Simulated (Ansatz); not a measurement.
## Nudged elastic band, with input and output: WH2BrOF5 (part 2 of 2)

The same run, continued: WH2BrOF5; RKS PBE/def2-SVP (Ansatz 0.2.0). The run did not end well. It belongs to a series of runs on one base structure; here: band between the two ends.

Geometry of the input (Å):
```
W  -0.2338  -0.1448  -0.2360
O  -0.1162  0.4811  1.5352
H  -0.6740  0.5813  2.3290
F  1.5553  0.2638  -0.5613
F  -0.6978  1.5431  -0.8924
F  -2.0289  -0.5396  0.1313
F  0.2905  -1.8713  0.2535
F  -0.5441  -0.8105  -1.9515
Br 2.6606  1.8574  3.1807
H  1.6727  1.2683  2.3104
```

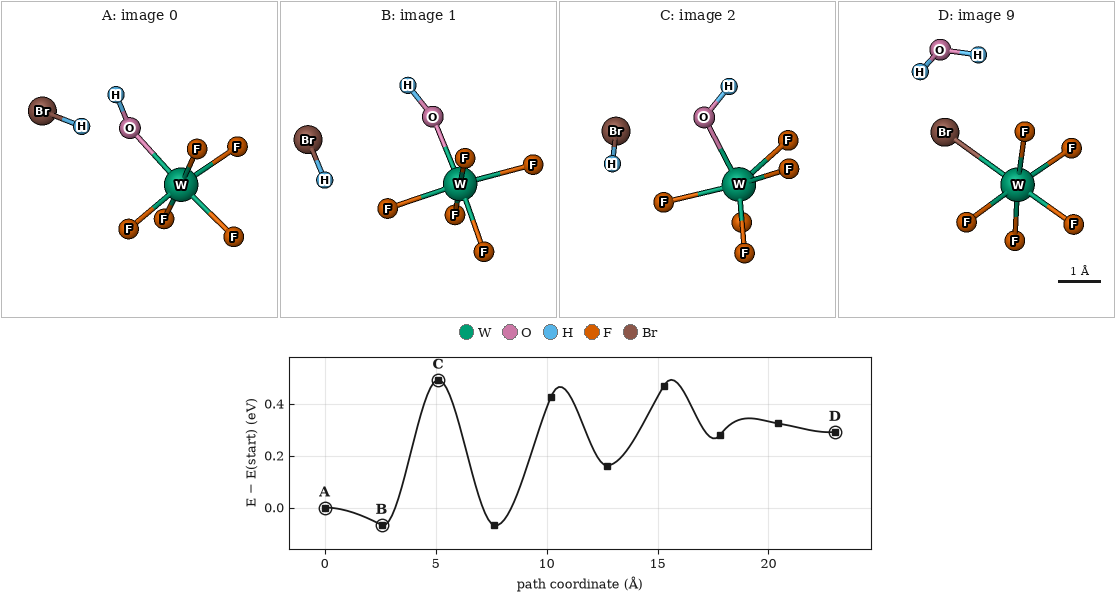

Images of the last band (counted from 0; ball-and-stick, seen at a tilt) above the energy along the path; the line is a cubic interpolation that uses the forces. The highest image is number 2, 0.492 eV above the start and 0.201 eV above the end; the end lies 0.291 eV above the start. A further maximum stands at image 4, 0.426 eV from the start. A further maximum stands at image 6, 0.470 eV from the start. A further maximum stands at image 8, 0.325 eV from the start. The path is 22.99 Å long. The band had not converged after 60 iterations.

```
Unfinished report: {"positions_ang":[[-0.19701375869467716,-0.1359749134825976,-0.04543775151903558],[-0.8656682596281363,0.26971623166752756,1.6813998736981144],[-1.258408692074515,-0.48633156979494846,2.1684632239261474],[1.5535546909437652,-0.23542919607437218,-0.7005159014184077],[0.19322613979231526,1.69440144784286,0.14085895611410376],[-1.776890713597967,-1.128751662458079,-0.2738174518011429],[0.38308908609256775,-1.753391721333088,0.7128372280365624],[-0.7139768713019199,0.3801408366540544,-1.7716273383232248],[2.7828816256444395,1.7436000861024454,2.5347298854233147],[1.7834057628241253,2.2809204708761968,1.651910255863568]],"unchecked":["starts","cluster_reference","orbital_swaps","neighbouring_geometries","increment"],"mean_field":{"relativity":"none","state":{"energy":{"ev":-87498.8129702455,"hartree":-3215.5220678309315},"converged":true,"gradient_ev":0.0000236474409729981,"stability":{"kind":"minimum","curvature_ev":72.83651737675454},"curvature_floor_ev":0.00030000000000000003,"spin_squared":-2.842170943040401e-14},"others":[],"fillings":{"estimated":0,"unestimated":0,"tried":0,"untried":0,"excluded_magnetic_sites":0},"n_dropped_functions":0,"n_trapped_functions":0,"passes":{"evaluations":4,"products":26},"factors":{"origin":"density fitting in generated functions","count":1651,"bound_ev":null},"gradient_stop_ev":0.00009,"reference_kind":"stationary","functional":{"name":"PBE","citations":["Perdew, Burke & Ernzerhof, Phys. Rev. Lett. 77, 3865 (1996) doi:10.1103/PhysRevLett.77.3865"],"text":"name \"PBE\"\ncite \"Perdew, Burke & Ernzerhof, Phys. Rev. Lett. 77, 3865 (1996) doi:10.1103/PhysRevLett.77.3865\"\nparent pbe\nparameter kappa = 0.804\nparameter beta = 0.06672455060314922\nexchange = pbe_x(kappa = kappa, mu = beta*pi^2/3)\ncorrelation = pbe_c(beta = beta)\n","parameters":{"beta":{"value":0.06672455060314922,"default":0.06672455060314922},"kappa":{"value":0.804,"default":0.804}},"final_grid":{"core_spheres":13.0,"valence_spheres":11.0,"degree":36.0},"final_grid_parameter_source":"default","radial_points_factor":1.0,"radial_grid_error_ev":3.125828648923977e-7,"grid_sensitivity":"normal","grid_sensitivity_ratio":0.001870803151768979},"unsmoothed_excess_ev":-0.00007180976942875361,"symmetry":{"irreps":["A"],"axes":[[0.9968681512274333,0.06710625027494047,-0.041840652987688305],[-0.06340419617686618,0.9944227816288091,0.08428071715871382],[0.04726306142818688,-0.08136388972792968,0.9955632177178788]],"occupied":[{"A":52},{"A":52}]},"density_repulsion":{"missed_ev":0.00008841329194902128,"excess_ev":0.00008841129895835989,"most_excess_ev":0.001352,"are_drawn_again":false,"n_first_factors":1651,"energy_change_ev":0.0,"n_dropped_ends":0},"direct_passes":"host"},"factors":{"origin":"density fitting in generated functions","count":1651,"bound_ev":null},"n_frozen":0,"n_occupied":[52,52],"n_virtual":[106,106],"reference":{"ev":-87498.8129702455,"hartree":-3215.5220678309315},"total":{"ev":-87498.8129702455,"hartree":-3215.5220678309315},"forces_ev_per_angstrom":[[-0.005928826840728653,-0.011520946872450264,0.003261007914896111],[-0.0020160880568806747,0.009946166854411024,0.006653869956857802],[0.010664011482101238,-0.004442040185962947,-0.00605727053194554],[0.006923825941501411,-0.002987090903208382,0.0015704445163807605],[0.00039623050011666446,0.00995620021260044,-0.005593289313053932],[0.006108362445932474,0.002277531603218314,0.004276453110925769],[-0.0057376387763415386,0.0012107250074948825,-0.005242362954465576],[-0.0021603784314276693,-0.0006927794562152023,0.00017167859623667432],[-0.005361261340869214,-0.006237848008645027,0.0003538692274166792],[-0.002888236920651962,0.0024900817893334136,0.0006055994936829707]],"charge_distribution":{"dipole_moment_e_ang":[-0.3532904823376404,-0.14067518775746782,0.2314343003787256],"mulliken_charges_e":[1.245186351944012,-0.3116243031414676,0.2450005976871008,-0.22516984454827593,-0.24801068518816116,-0.24703869716757865,-0.24491864564389054,-0.23061052746249544,-0.12414586491978952,0.1413316184404635],"lowdin_charges_e":[-0.7605656056168666,0.19085803862453332,0.030599165084098767,0.1035911109541825,0.09333247396071442,0.0894255959554986,0.09425750797893784,0.09915724256399017,0.058267669443146985,0.001076801051659193]},"n_threads":4,"memory_gib":4.261363637633622,"seconds":{"hamiltonian":2.245667172,"orbitals":0.0,"second_order":0.0,"solver_start":0.0,"cycles":0.0,"cycle":0.0,"perturbative":0.0,"full_ci_increment":0.0,"forces":0.0}}
this run last wrote the band of iteration 60 to [file]
Error: NEB band did not converge after 60 iterations: max|band force component| = 2.59e-1 eV/Å (threshold 5.0e-2); raise `neb.max_iterations` in a new run, which can start from the last band evaluated (`neb.initial_path`, with `crystal.atoms` and `neb.final_atoms` set to its first and last images), add images, or start from endpoints closer to local minima. Where this run's directory can be resumed (`checkpoint.write`), a resume goes on for up to `neb.max_iterations` more; to start a new run from the last band, take its images' positions from the `neb_iteration` event of iteration 60 (`data.images[].positions_ang`), in the event stream of the run that computed that iteration (not this run's, if it was resumed behind it). With `checkpoint.write`, `steps/00-neb/state/checkpoint.json` in the run directory holds the last saved band, under `neb.evaluated.images[].positions_ang` (a band under a hybrid functional on support functions is neither saved nor resumed: `neb.initial_path` says where its path is): check the last entry of `neb.iterations` there, which is earlier than 60 if that iteration was not saved or its write failed. If the band's step has no `state` directory and holds `state.next`, a write was cut short, and the file is under `state.next` instead (behind a loss of power it can be under `state.prev`)
this run wrote the band of iteration 60 to [file] as well, whether or not its events were kept: a new run's `neb.initial_path` can list its `images[].positions_ang`
a run's events are kept only if it was started with --events-out <file>, and are in that file
```

## The last band as extended XYZ (Å, eV, eV/Å)
```
10
Properties=species:S:1:pos:R:3:forces:R:3 image=0 energy=-87499.30523
W    -0.2338   -0.1448   -0.2360    0.0005  -0.0027   0.0029
O    -0.1162    0.4811    1.5352    0.0049   0.0052  -0.0019
H    -0.6740    0.5813    2.3290   -0.0004   0.0000  -0.0012
F     1.5553    0.2638   -0.5613   -0.0011   0.0026   0.0014
F    -0.6978    1.5431   -0.8924    0.0019   0.0015   0.0036
F    -2.0289   -0.5396    0.1313   -0.0006  -0.0041  -0.0041
F     0.2905   -1.8713    0.2535   -0.0033   0.0000  -0.0026
F    -0.5441   -0.8105   -1.9515   -0.0014  -0.0024   0.0018
Br    2.6606    1.8574    3.1807   -0.0030  -0.0023  -0.0038
H     1.6727    1.2683    2.3104    0.0025   0.0022   0.0040
10
Properties=species:S:1:pos:R:3:forces:R:3 image=1 energy=-87499.37231
W    -0.1836   -0.2966   -0.1013   -0.0121  -0.0644  -0.0052
O    -0.1348   -0.3355    1.7476   -0.1167   0.0049  -0.0079
H    -0.3522   -0.0048    2.6371    0.1212   0.0016   0.0311
F     1.6759   -0.3914   -0.2637    0.0031  -0.0586  -0.0314
F    -0.0279    1.5837   -0.0580    0.0505   0.0656   0.0095
F    -2.0511   -0.1435   -0.0644    0.0035  -0.0213  -0.0074
F    -0.2926   -2.1521   -0.2580    0.0079   0.0018   0.0191
F    -0.3268   -0.1450   -1.9590    0.0099   0.0550   0.0135
Br    2.1000    2.1655    2.8511   -0.0516  -0.0082   0.0125
H     1.4774    2.3487    1.5674   -0.0157   0.0235  -0.0336
10
Properties=species:S:1:pos:R:3:forces:R:3 image=2 energy=-87498.81290
W    -0.1970   -0.1360   -0.0454   -0.0059  -0.0115   0.0033
O    -0.8657    0.2697    1.6814   -0.0020   0.0099   0.0067
H    -1.2584   -0.4863    2.1685    0.0107  -0.0044  -0.0061
F     1.5536   -0.2354   -0.7005    0.0069  -0.0030   0.0016
F     0.1932    1.6944    0.1409    0.0004   0.0100  -0.0056
F    -1.7769   -1.1288   -0.2738    0.0061   0.0023   0.0043
F     0.3831   -1.7534    0.7128   -0.0057   0.0012  -0.0052
F    -0.7140    0.3801   -1.7716   -0.0022  -0.0007   0.0002
Br    2.7829    1.7436    2.5347   -0.0054  -0.0062   0.0004
H     1.7834    2.2809    1.6519   -0.0029   0.0025   0.0006
10
Properties=species:S:1:pos:R:3:forces:R:3 image=3 energy=-87499.37400
W    -0.1900   -0.3163   -0.1395   -0.0004  -0.0145  -0.0009
O    -1.1002    0.0578    1.4268    0.0035  -0.0170  -0.0065
H    -1.2321    0.3151    2.3553    0.0187   0.0231   0.0051
F     0.8677   -0.6361   -1.6457   -0.0205  -0.0144  -0.0004
F     0.9891    1.1176    0.2090    0.0339   0.0244  -0.0220
F    -1.3075   -1.7344   -0.6078    0.0084   0.0075   0.0058
F     0.9394   -1.5040    0.7661    0.0064   0.0043   0.0024
F    -1.2585    0.8204   -1.1678   -0.0060   0.0134   0.0086
Br    2.1536    2.3650    3.1590   -0.0274  -0.0042   0.0182
H     2.0226    2.1437    1.7433   -0.0166  -0.0224  -0.0104
10
Properties=species:S:1:pos:R:3:forces:R:3 image=4 energy=-87498.87892
W    -0.0390   -0.0605   -0.1445    0.0341  -0.0345  -0.0490
O    -0.7398    0.7143    1.4637   -0.0791  -0.0534   0.0018
H    -1.1178    0.0863    2.1162   -0.0485   0.0453  -0.0189
F     1.3121   -0.5700   -1.3405   -0.0634  -0.0089  -0.0417
F     0.5549    1.6909   -0.3198    0.0724  -0.0293  -0.0217
F    -1.3465   -1.3830    0.0860    0.0221  -0.0919  -0.0301
F     0.9865   -1.1602    0.9777    0.0003  -0.0077  -0.0043
F    -1.1119    0.2929   -1.6326   -0.0759   0.0546   0.0332
Br    2.4128    1.5276    2.4229    0.1486   0.0789   0.1508
H     0.9730    1.4905    2.4698   -0.0106   0.0469  -0.0200
10
Properties=species:S:1:pos:R:3:forces:R:3 image=5 energy=-87499.14335
W     0.2692    0.1085   -0.0796    0.0403   0.0548  -0.2594
O    -0.5210    0.7114    2.0218    0.1908   0.0180   0.0616
H    -0.6249   -0.1203    2.5325   -0.0242  -0.0129  -0.0078
F     1.7449   -0.6508   -0.9489   -0.0375  -0.0675   0.0073
F    -0.2482    1.9000   -0.2028   -0.0148   0.0645   0.0450
F    -1.5192   -0.4513    0.0829    0.0023  -0.0328   0.0032
F     0.5061   -1.4163    1.0108    0.0085  -0.0197   0.0986
F    -0.2299    0.1407   -1.8895   -0.0022   0.0017   0.0174
Br    2.2675    1.2243    1.1250   -0.0915   0.0057   0.0693
H     0.2398    1.1827    2.4467   -0.0717  -0.0120  -0.0353
10
Properties=species:S:1:pos:R:3:forces:R:3 image=6 energy=-87498.83559
W     0.2615    0.1227   -0.0571    0.0201   0.0187   0.0398
O    -0.3848    0.1768    2.1294   -0.1678  -0.1103  -0.0956
H    -1.1417    0.7739    2.3070    0.0553   0.0204   0.0208
F     1.5406    0.1633   -1.4091   -0.0259   0.0354  -0.0173
F     0.0557    1.9245   -0.5509   -0.0892  -0.0084   0.0015
F    -1.6143    0.3513    0.1387   -0.0125  -0.0738  -0.0117
F     1.0187   -1.3843    0.7656   -0.0703   0.0349   0.0391
F    -0.4145   -1.1911   -1.2227    0.0540   0.0084  -0.0801
Br    2.1861    1.2716    1.2947    0.1047  -0.1109   0.0537
H     0.3769    0.4201    2.7032    0.1317   0.1857   0.0497
10
Properties=species:S:1:pos:R:3:forces:R:3 image=7 energy=-87499.02417
W     0.4139    0.3147   -0.0830   -0.1999  -0.1293   0.1085
O    -0.5455   -0.2022    2.0898   -0.0143   0.1002  -0.1409
H    -1.1361    0.5108    2.4035    0.0483   0.0349   0.0528
F     1.6934   -0.3424   -1.3013   -0.0115   0.0766  -0.0110
F     0.1250    1.2767   -1.6768   -0.0254   0.0464   0.1808
F    -1.0491    1.4558    0.3809    0.0786  -0.0728  -0.0511
F     1.3695   -1.0009    0.9009   -0.0277  -0.0031   0.0227
F    -0.8998   -0.9615   -0.4439    0.1006  -0.0852  -0.0805
Br    1.8246    2.0024    1.0285    0.0649  -0.0125  -0.0382
H     0.0882   -0.4246    2.8002   -0.0137   0.0447  -0.0431
10
Properties=species:S:1:pos:R:3:forces:R:3 image=8 energy=-87498.98050
W     0.4826    0.1217   -0.4982    0.0037   0.0161  -0.0058
O    -0.4181    0.1376    3.2273    0.0003   0.0095   0.0041
H    -1.2441    0.3878    2.7726    0.0002  -0.0019  -0.0015
F     1.8400   -0.6014   -1.5527    0.0026  -0.0007  -0.0031
F     0.2857    1.4836   -1.7625   -0.0034  -0.0020   0.0001
F    -0.9606    0.8358    0.4576   -0.0027  -0.0071   0.0078
F     0.6311   -1.3161    0.6682    0.0069  -0.0080   0.0001
F    -0.7616   -0.8841   -1.4759   -0.0037   0.0005  -0.0070
Br    2.0810    1.4583    0.7836   -0.0005  -0.0113   0.0043
H    -0.0518    1.0058    3.4788   -0.0033   0.0049   0.0010
10
Properties=species:S:1:pos:R:3:forces:R:3 image=9 energy=-87499.01380
W     0.4991   -0.1439   -0.4714    0.0025  -0.0013   0.0026
O    -0.2521    1.1083    3.2822   -0.0229   0.0173  -0.0143
H    -0.8836    0.4693    2.8991    0.0110   0.0122   0.0069
F     1.7980   -0.2355   -1.8085   -0.0020   0.0019  -0.0021
F     0.1376    1.6336   -0.9208    0.0020  -0.0012   0.0016
F    -0.9150   -0.0924    0.7701    0.0023   0.0023  -0.0002
F     0.7650   -1.9451   -0.0618   -0.0027  -0.0024  -0.0032
F    -0.7642   -0.6698   -1.7587    0.0000  -0.0033  -0.0021
Br    2.0970    0.5461    1.2204   -0.0005   0.0026   0.0004
H    -0.5976    1.9585    2.9483    0.0104  -0.0281   0.0104
```

## Outcome

| quantity | value |
| --- | --- |
| outcome | not converged |
| barrier, forward (band not converged) | 0.492 eV |
| barrier, backward | 0.201 eV |
| wall time | 19 min (CPU time 72 min) |
| peak memory | 0.28 GiB |

## Diagnosis

The run did not converge: “NEB band did not converge after 60 iterations: max|band force component| = 2.59e-1 eV/Å (threshold 5.0e-2); raise `neb.max_iterations` in a new run, which can start from the last band evaluated (`neb.initial_path`, with `crystal.atoms` and `neb.final_atoms` set to its first and last images), add images, or start from endpoints closer to local minima …” Its last values are not results.
